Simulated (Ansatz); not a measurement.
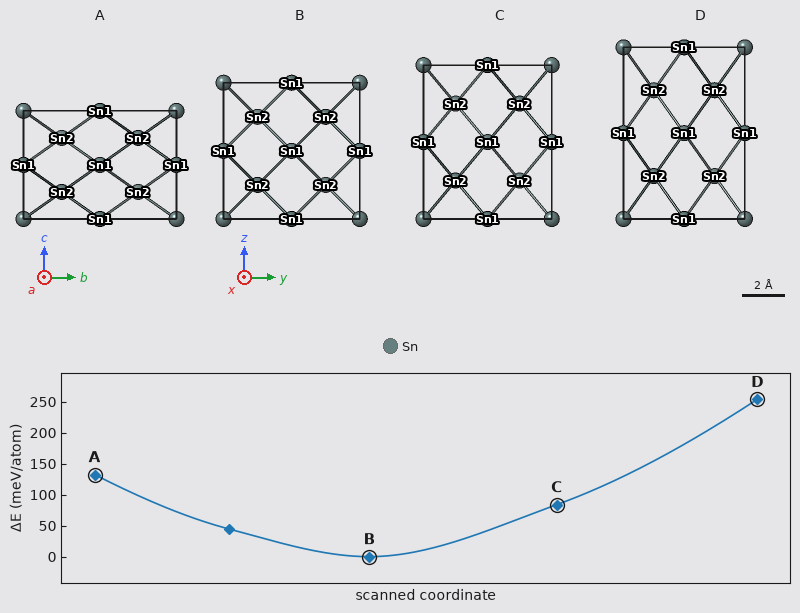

A scan of a crystal of Sn (Fd-3m) along one coordinate. x, y and z are the Cartesian axes of the input. Style: ball-and-stick. Shown: the conventional cell (4 times the calculation's cell), along the a axis. Lengths and directions refer to the drawn axes.

All numbers below come from DFT PBEsol, scalar-relativistic, plane waves, PAW (Ansatz 0.2.0). Set-up: plane-wave cutoff 420 eV; k-point mesh 14 × 14 × 14; occupations gaussian; smearing width 0.15 eV; no spin polarisation. Energies (free energies at the smearing named) are counted from the cell as listed in its source, which wasn't relaxed.

Question: What is being scanned?

Answer: The ratio of the cell's length along z to its lengths across, counted as 1 for the reference, is changed at fixed volume (a tetragonal or Bain path), with the atoms kept at their fractional coordinates. In the frames the relative ratio is 0.707 (A), 1.00 (B), 1.20 (C), 1.414 (D). The lowest computed point lies at the relative ratio 1.00 (0.0 meV/atom). The unrelaxed reference is under a pressure of 1.0 GPa. The distortion takes the space group from Fd-3m to I4_1/amd. At the relative ratio 1.414 the cell of the drawing goes a 6.491 → 5.783 Å, b 6.491 → 5.783 Å, c 6.491 → 8.178 Å.
